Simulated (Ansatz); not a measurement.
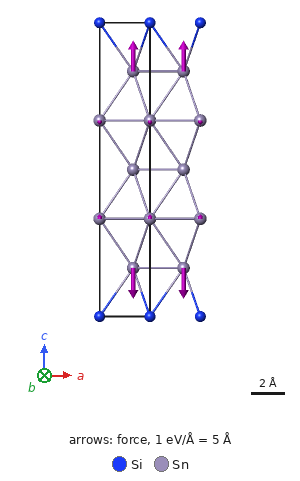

Starting geometry of solid SiSn5 (a generated structure, set up in P-6m2) (coarse preliminary run) with the computed forces as purple arrows. A ball-and-stick model of the cell of the calculation, repeated 2 × 1 × 1 with one cell outlined, seen along the b axis.

The calculation used Ansatz 0.2.0, DFT PBE, scalar-relativistic, plane waves, PAW.

Input
```yaml
crystal:
  lattice:
    - [3.54545752, 0.0, 0.0]
    - [-1.77272876, 3.07045628, 0.0]
    - [0.0, 0.0, 17.91622728]
  atoms:
    - { symbol: Si, position: [0.0, 0.0, 0.0] }
    - { symbol: Sn, position: [0.66666667, 0.33333333, 0.834952] }
    - { symbol: Sn, position: [0.0, 0.0, 0.66732103] }
    - { symbol: Sn, position: [0.66666667, 0.33333333, 0.5] }
    - { symbol: Sn, position: [0.0, 0.0, 0.33267897] }
    - { symbol: Sn, position: [0.66666667, 0.33333333, 0.165048] }
basis:
  ecutwfc: 420
kpoints:
  mp_grid: { grid: [6, 6, 1] }
hamiltonian:
  xc: pbe
scf:
  occupations: { method: gaussian, width: 0.1 }
  lower_state_search: "off"
output:
  forces: true
  stress: true
  eigenvalues: true
relax:
  adjacent_minimum: "off"
  f_tol: 0.04
  max_steps: 70
  cell: { stress_tol: 0.4 }
```

Launched with:
```bash
ansatz run input.yaml --threads 1 --pin off --max-ram 2560MiB --backend cpu --events-out ev --progress --plain --runs-dir out
```

Q: Is this structure relaxed? If not, where do the atoms go?

A: It isn't relaxed: the largest force vector, on Sn atoms, is 0.38 eV/Å. The atoms end up moving mostly along the starting forces (cosine between the two patterns 0.87). After 4 accepted moves (6 points after the start) the energy has fallen by 195 meV per atom. Largest force component: 0.38 eV/Å at the start, 0.018 eV/Å at the end. Pressure: −6.35 GPa at the start and 0.02 GPa at the end. The line search rejected the trial step at point 3 of the run. The SCF was repeated once at an unchanged geometry on a basis and grid sized afresh for the cell, which shifted the energy by 0.7 meV per atom at most. The largest moves relative to the cell, 0.37 Å, are those of Sn2 and Sn6. Sn2 goes along +c. Si stays in place. The drawn cell changes as follows: a = b 3.545 → 3.307 Å (−6.7 %), c 17.916 → 16.672 Å (−6.9 %); the volume changes by −19.0 %. Some distances before and after: Si1–Sn2 3.596 → 3.052 Å, Sn2–Sn2 3.545 → 3.307 Å, Sn3–Sn4 3.630 → 3.500 Å, Sn2–Sn3 3.635 → 3.575 Å. The space group stays P-6m2 (No. 187).
